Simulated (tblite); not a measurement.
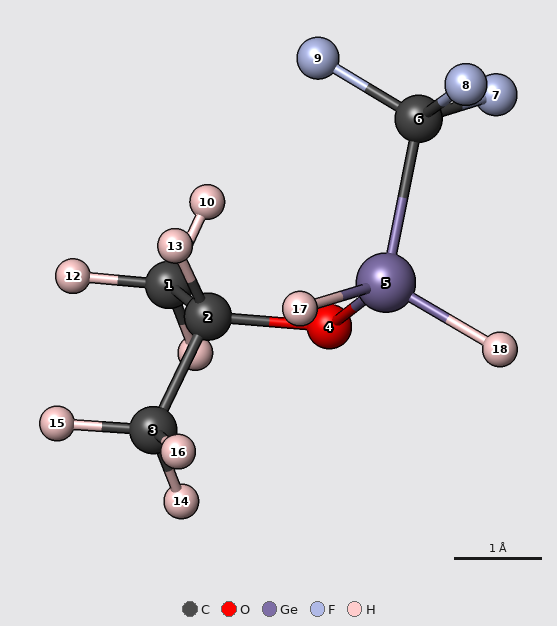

The input geometry (ball-and-stick view, seen at a tilt; atoms are numbered from 1 in the order of the input). Sticks mark near contacts. Bond lengths as drawn: C–C 1.51 to 1.53 Å, C–F 1.38 to 1.39 Å, C–Ge 1.94 Å, C–H 1.10 to 1.13 Å, C–O 1.41 Å, Ge–H 1.54 to 1.56 Å and Ge–O 1.82 Å.

## Geometry relaxation, with input and output: C$_{4}$H$_{9}$F$_{3}$GeO (part 1 of 2)

- system: C$_{4}$H$_{9}$F$_{3}$GeO
- method: GFN2-xTB geometry optimisation, gas phase (tblite 0.8.0)

Input file:
```
{"job": {"kind": "relax", "xc": "GFN2-xTB", "basis": "xTB"}, "charge": 0, "multiplicity": 1}
C     -1.639000     1.450900    -0.000000
C     -0.905700     0.150600     0.251400
C     -1.887700    -1.017500     0.369700
O     -0.013400    -0.072500    -0.822200
Ge     1.461300    -0.941700    -0.217000
C      2.789300     0.365600     0.322300
F      3.097300     1.194000    -0.745100
F      3.943900    -0.284400     0.743300
F      2.300700     1.121500     1.367500
H     -0.925900     2.290900    -0.060900
H     -2.216100     1.395400    -0.955900
H     -2.359200     1.664600     0.831900
H     -0.385600     0.270700     1.250500
H     -2.448800    -1.136700    -0.590600
H     -2.624800    -0.817800     1.189400
H     -1.364000    -1.959300     0.599300
H      1.127600    -1.862400     0.976800
H      2.041300    -1.805800    -1.375500
```

The first line tells a small driver script what to run in tblite; the rest is the geometry in Å.

Launch command:
```bash
OMP_NUM_THREADS=1 python <driver script> task.json out
```

Output:
```
step      E/eV     max force
  0    -907.56452    2.288
  1    -907.83560    1.141
  2    -907.94765    0.971
  3    -907.97853    0.456
  4    -907.99246    0.298
  5    -907.99703    0.255
  6    -908.00687    0.329
  7    -908.01513    0.268
  8    -908.02321    0.208
  9    -908.02832    0.198
 10    -908.03300    0.205
 11    -908.03868    0.245
 12    -908.04718    0.275
 13    -908.05755    0.228
 14    -908.06664    0.237
 15    -908.07227    0.172
 16    -908.07578    0.126
 17    -908.07860    0.117
 18    -908.08141    0.118
 19    -908.08430    0.146
 20    -908.08698    0.131
 21    -908.08928    0.099
 22    -908.09149    0.123
 23    -908.09377    0.117
 24    -908.09588    0.106
 25    -908.09765    0.113
 26    -908.09922    0.112
 27    -908.10083    0.122
 28    -908.10251    0.125
 29    -908.10399    0.105
 30    -908.10506    0.071
 31    -908.10589    0.083
 32    -908.10673    0.099
 33    -908.10760    0.111
 34    -908.10837    0.079
 35    -908.10904    0.074
 36    -908.10977    0.074
 37    -908.11071    0.111
 38    -908.11179    0.110
 39    -908.11270    0.063
 40    -908.11336    0.061
 41    -908.11393    0.083
 42    -908.11457    0.110
 43    -908.11520    0.091
 44    -908.11567    0.043
 45    -908.11599    0.038
 46    -908.11626    0.055
 47    -908.11656    0.057
 48    -908.11684    0.036
 49    -908.11708    0.035
 50    -908.11731    0.047
 51    -908.11761    0.070
 52    -908.11803    0.074
 53    -908.11854    0.060
 54    -908.11908    0.062
 55    -908.11962    0.050
 56    -908.12018    0.068
 57    -908.12075    0.055
 58    -908.12129    0.044
 59    -908.12170    0.049
 60    -908.12214    0.054
 61    -908.12259    0.051
 62    -908.12300    0.048
 63    -908.12332    0.042
 64    -908.12363    0.048
 65    -908.12406    0.074
 66    -908.12464    0.086
 67    -908.12527    0.074
 68    -908.12578    0.048
 69    -908.12610    0.035
 70    -908.12634    0.037
 71    -908.12658    0.039
 72    -908.12685    0.042
 73    -908.12713    0.037
 74    -908.12742    0.041
 75    -908.12773    0.044
 76    -908.12808    0.050
 77    -908.12852    0.056
 78    -908.12906    0.062
 79    -908.12964    0.063
 80    -908.13023    0.053
 81    -908.13076    0.052
 82    -908.13121    0.051
 83    -908.13155    0.049
 84    -908.13179    0.045
 85    -908.13196    0.033
 86    -908.13211    0.028
 87    -908.13227    0.033
 88    -908.13244    0.032
 89    -908.13261    0.032
 90    -908.13277    0.036
 91    -908.13291    0.034
 92    -908.13305    0.035
 93    -908.13321    0.034
 94    -908.13342    0.034
 95    -908.13365    0.037
 96    -908.13384    0.035
 97    -908.13397    0.027
 98    -908.13406    0.022
 99    -908.13419    0.022
100    -908.13437    0.029
101    -908.13455    0.027
102    -908.13466    0.026
103    -908.13472    0.024
104    -908.13478    0.018
105    -908.13486    0.019
106    -908.13493    0.021
107    -908.13499    0.022
108    -908.13504    0.018
109    -908.13510    0.015
110    -908.13515    0.015
111    -908.13518    0.013
112    -908.13520    0.014
113    -908.13523    0.013
114    -908.13527    0.017
115    -908.13533    0.024
116    -908.13541    0.025
117    -908.13546    0.018
118    -908.13550    0.012
119    -908.13552    0.011
120    -908.13554    0.012
121    -908.13557    0.012
122    -908.13559    0.012
123    -908.13562    0.013
124    -908.13568    0.017
125    -908.13578    0.026
126    -908.13592    0.036
127    -908.13610    0.043
128    -908.13634    0.049
129    -908.13662    0.051
130    -908.13701    0.044
131    -908.13732    0.063
132    -908.13768    0.057
133    -908.13796    0.063
134    -908.13869    0.087
135    -908.13921    0.049
136    -908.13978    0.090
137    -908.14017    0.044
138    -908.14050    0.043
139    -908.14113    0.080
140    -908.14156    0.054
141    -908.14195    0.077
142    -908.14231    0.036
143    -908.14250    0.046
144    -908.14265    0.034
145    -908.14275    0.044
146    -908.14285    0.033
147    -908.14296    0.041
148    -908.14314    0.044
149    -908.14336    0.092
150    -908.14385    0.054
151    -908.14437    0.119
152    -908.14455    0.085
153    -908.14495    0.048
154    -908.14511    0.060
155    -908.14543    0.064
156    -908.14584    0.057
157    -908.14618    0.033
158    -908.14312    0.351
159    -908.14640    0.022
160    -908.14652    0.017
161    -908.14625    0.166
162    -908.14679    0.014
163    -908.14691    0.015
164    -908.14679    0.123
165    -908.14709    0.016
166    -908.14717    0.019
167    -908.14730    0.063
168    -908.14741    0.023
169    -908.14750    0.017
170    -908.14766    0.022
171    -908.14777    0.031
172    -908.14792    0.023
173    -908.14811    0.030
174    -908.14832    0.040
175    -908.14837    0.045
176    -908.14856    0.027
177    -908.14870    0.022
178    -908.14886    0.025
179    -908.14905    0.034
180    -908.14933    0.047
181    -908.14972    0.038
182    -908.15008    0.055
183    -908.15014    0.063
184    -908.15028    0.051
185    -908.15043    0.032
186    -908.15050    0.020
187    -908.15067    0.020
188    -908.15074    0.022
189    -908.15094    0.024
190    -908.15108    0.025
191    -908.15124    0.035
192    -908.15139    0.048
193    -908.15162    0.043
194    -908.15199    0.067
195    -908.15236    0.043
196    -908.15284    0.082
197    -908.15378    0.108
198    -908.15496    0.085
199    -908.14853    0.459
200    -908.15584    0.098
201    -908.15630    0.054
202    -908.15713    0.046
203    -908.15510    0.283
204    -908.15798    0.036
205    -908.15845    0.042
206    -908.15643    0.311
207    -908.15968    0.044
208    -908.16043    0.046
209    -908.15888    0.295
210    -908.16220    0.043
211    -908.16322    0.044
212    -908.16199    0.306
213    -908.16552    0.052
214    -908.16666    0.059
215    -908.16548    0.261
216    -908.16907    0.044
217    -908.17020    0.054
218    -908.16933    0.229
219    -908.17262    0.044
220    -908.17356    0.047
221    -908.17295    0.170
222    -908.17534    0.046
223    -908.17587    0.039
224    -908.17654    0.051
225    -908.17698    0.033
226    -908.17732    0.037
227    -908.17758    0.043
228    -908.17774    0.033
229    -908.17787    0.036
230    -908.17803    0.025
231    -908.17816    0.025
232    -908.17839    0.027
233    -908.17862    0.027
234    -908.17879    0.030
235    -908.17891    0.032
236    -908.17901    0.025
237    -908.17910    0.021
238    -908.17916    0.019
239    -908.17923    0.015
240    -908.17930    0.015
241    -908.17938    0.016
242    -908.17943    0.015
243    -908.17948    0.014
244    -908.17954    0.012
245    -908.17959    0.012
246    -908.17962    0.012
247    -908.17964    0.012
248    -908.17966    0.014
249    -908.17968    0.015
250    -908.17972    0.015
251    -908.17976    0.019
252    -908.17981    0.022
253    -908.17984    0.021
254    -908.17988    0.018
255    -908.17991    0.013
256    -908.17994    0.010
```

Trajectory as extended XYZ (Å, eV, eV/Å), 12 of the 257 frames kept, from step=0 to step=256:
```
18
Properties=species:S:1:pos:R:3:forces:R:3 step=0 energy=-907.56452
C    -1.6390    1.4509    0.0000   -0.9050   0.7650  -0.1310
C    -0.9057    0.1506    0.2514   -0.6930   0.1310   0.8700
C    -1.8877   -1.0175    0.3697   -0.8790  -0.0670   0.0720
O    -0.0134   -0.0725   -0.8222    1.2370  -0.6710   0.6880
Ge    1.4613   -0.9417   -0.2170   -1.0710  -1.5780  -1.2640
C     2.7893    0.3656    0.3223    0.9560   0.8550   0.2420
F     3.0973    1.1940   -0.7451    0.0280  -0.7140   1.6380
F     3.9439   -0.2844    0.7433   -1.1710   1.2740  -0.4310
F     2.3007    1.1215    1.3675    1.0090  -0.4200  -1.0290
H    -0.9259    2.2909   -0.0609   -0.3380  -0.4150  -0.0400
H    -2.2161    1.3954   -0.9559    0.5250   0.0590   0.7510
H    -2.3592    1.6646    0.8319    0.6360  -0.2150  -0.7250
H    -0.3856    0.2707    1.2505   -0.1510  -0.1810  -0.7000
H    -2.4488   -1.1367   -0.5906    0.5150   0.0670   0.8130
H    -2.6248   -0.8178    1.1894    0.6260  -0.1630  -0.7250
H    -1.3640   -1.9593    0.5993   -0.1590   0.3760  -0.1700
H     1.1276   -1.8624    0.9768    0.0770   0.3990  -0.2520
H     2.0413   -1.8058   -1.3755   -0.2430   0.4960   0.3920
18
Properties=species:S:1:pos:R:3:forces:R:3 step=23 energy=-908.09377
C    -1.6308    1.4442   -0.0501   -0.0010   0.0550  -0.0460
C    -0.9894    0.1326    0.3743   -0.0300   0.0060   0.0320
C    -1.9930   -1.0090    0.4142   -0.0710  -0.0540   0.0000
O     0.0385   -0.1741   -0.5715    0.0150  -0.0590  -0.1000
Ge    1.5066   -1.0252   -0.2610    0.0400  -0.0410  -0.0430
C     2.8666    0.3686    0.3196   -0.0100   0.0090   0.0020
F     3.1800    1.2342   -0.6575   -0.0040  -0.0070   0.0170
F     4.0269   -0.1362    0.7723   -0.0320  -0.0080  -0.0310
F     2.3561    1.0988    1.3345    0.0180   0.0130  -0.0050
H    -0.8605    2.2047   -0.1378   -0.0020   0.0650   0.0160
H    -2.1085    1.3266   -1.0186    0.0010  -0.0160  -0.0290
H    -2.3731    1.7676    0.6756    0.0450  -0.0550   0.0080
H    -0.5446    0.2544    1.3689   -0.0040   0.0320   0.0860
H    -2.4862   -1.1128   -0.5474   -0.0160   0.0550  -0.0600
H    -2.7387   -0.8204    1.1797   -0.0370  -0.0130   0.0300
H    -1.4845   -1.9477    0.6273    0.0320  -0.0040   0.0840
H     1.3834   -1.9773    0.9060    0.0180  -0.0360  -0.0360
H     1.8422   -1.6227   -1.5932    0.0390   0.0570   0.0730
18
Properties=species:S:1:pos:R:3:forces:R:3 step=47 energy=-908.11656
C    -1.5992    1.4236   -0.0862    0.0050   0.0060  -0.0050
C    -1.0090    0.1054    0.3961    0.0150  -0.0020   0.0080
C    -2.0656   -0.9900    0.4675    0.0050  -0.0030   0.0000
O     0.0097   -0.2851   -0.5327    0.0020  -0.0100  -0.0090
Ge    1.5424   -1.0297   -0.2776   -0.0330  -0.0090   0.0460
C     2.8606    0.3869    0.3498   -0.0050   0.0070  -0.0090
F     3.1434    1.2460   -0.6458    0.0010   0.0170   0.0130
F     4.0360   -0.1206    0.7594   -0.0170  -0.0080  -0.0060
F     2.3946    1.1272    1.3742   -0.0320  -0.0180  -0.0010
H    -0.8269    2.1870   -0.1268    0.0210  -0.0020   0.0090
H    -2.0144    1.3004   -1.0828    0.0000  -0.0170  -0.0030
H    -2.3830    1.7475    0.5928   -0.0010   0.0070  -0.0050
H    -0.5748    0.2500    1.3935    0.0260   0.0150   0.0120
H    -2.5151   -1.1291   -0.5121   -0.0090  -0.0040   0.0040
H    -2.8366   -0.7198    1.1839    0.0010   0.0010  -0.0160
H    -1.6090   -1.9295    0.7748    0.0080   0.0020   0.0080
H     1.5253   -2.1237    0.7695    0.0080   0.0230  -0.0260
H     1.9128   -1.4401   -1.6624    0.0030  -0.0070  -0.0200
18
Properties=species:S:1:pos:R:3:forces:R:3 step=70 energy=-908.12634
C    -1.5305    1.4138   -0.1198   -0.0020  -0.0090   0.0040
C    -0.9808    0.0860    0.3861    0.0210   0.0060  -0.0060
C    -2.0716   -0.9689    0.5354    0.0200   0.0170  -0.0020
O    -0.0190   -0.3766   -0.5715   -0.0150  -0.0160   0.0160
Ge    1.5505   -1.0488   -0.3580   -0.0230   0.0060  -0.0230
C     2.7739    0.4003    0.3697    0.0000  -0.0070  -0.0040
F     3.0426    1.3538   -0.5371   -0.0080   0.0070  -0.0010
F     3.9585   -0.0763    0.7884    0.0080   0.0170   0.0080
F     2.2245    1.0261    1.4316   -0.0020  -0.0070  -0.0010
H    -0.7412    2.1615   -0.1396    0.0100  -0.0220  -0.0210
H    -1.9177    1.2896   -1.1275   -0.0100  -0.0090   0.0010
H    -2.3267    1.7612    0.5320   -0.0060   0.0010   0.0080
H    -0.4977    0.2466    1.3587   -0.0140   0.0010   0.0080
H    -2.5077   -1.1877   -0.4359    0.0070   0.0190  -0.0020
H    -2.8504   -0.6140    1.2045    0.0170   0.0050   0.0090
H    -1.6476   -1.8865    0.9397    0.0010   0.0000  -0.0130
H     1.6213   -2.1786    0.6422   -0.0210  -0.0270   0.0140
H     1.9106   -1.3951   -1.7639    0.0170   0.0190   0.0050
18
Properties=species:S:1:pos:R:3:forces:R:3 step=93 energy=-908.13321
C    -1.4927    1.4050   -0.1528   -0.0010  -0.0010  -0.0030
C    -0.9505    0.0836    0.3750   -0.0160  -0.0030   0.0010
C    -2.0552   -0.9467    0.5696   -0.0020  -0.0050   0.0020
O    -0.0215   -0.4206   -0.5935   -0.0070   0.0090   0.0000
Ge    1.5539   -1.0765   -0.3872    0.0290   0.0080   0.0100
C     2.7083    0.3940    0.4122   -0.0040   0.0100  -0.0070
F     2.9036    1.3891   -0.4715    0.0050   0.0030   0.0230
F     3.9248   -0.0047    0.8162   -0.0190  -0.0030  -0.0060
F     2.1189    0.9533    1.4910    0.0190  -0.0210  -0.0190
H    -0.6836    2.1237   -0.2590    0.0030  -0.0120  -0.0070
H    -1.9473    1.2459   -1.1272   -0.0080   0.0170   0.0040
H    -2.2345    1.8067    0.5322    0.0090  -0.0110  -0.0090
H    -0.4464    0.2577    1.3344    0.0010   0.0080  -0.0110
H    -2.5374   -1.1473   -0.3839   -0.0070  -0.0010   0.0120
H    -2.7945   -0.5782    1.2759    0.0230  -0.0130  -0.0050
H    -1.6303   -1.8759    0.9461   -0.0240   0.0060   0.0040
H     1.6217   -2.2563    0.5562   -0.0030  -0.0010   0.0130
H     1.9542   -1.3465   -1.7987    0.0010   0.0100   0.0000
```
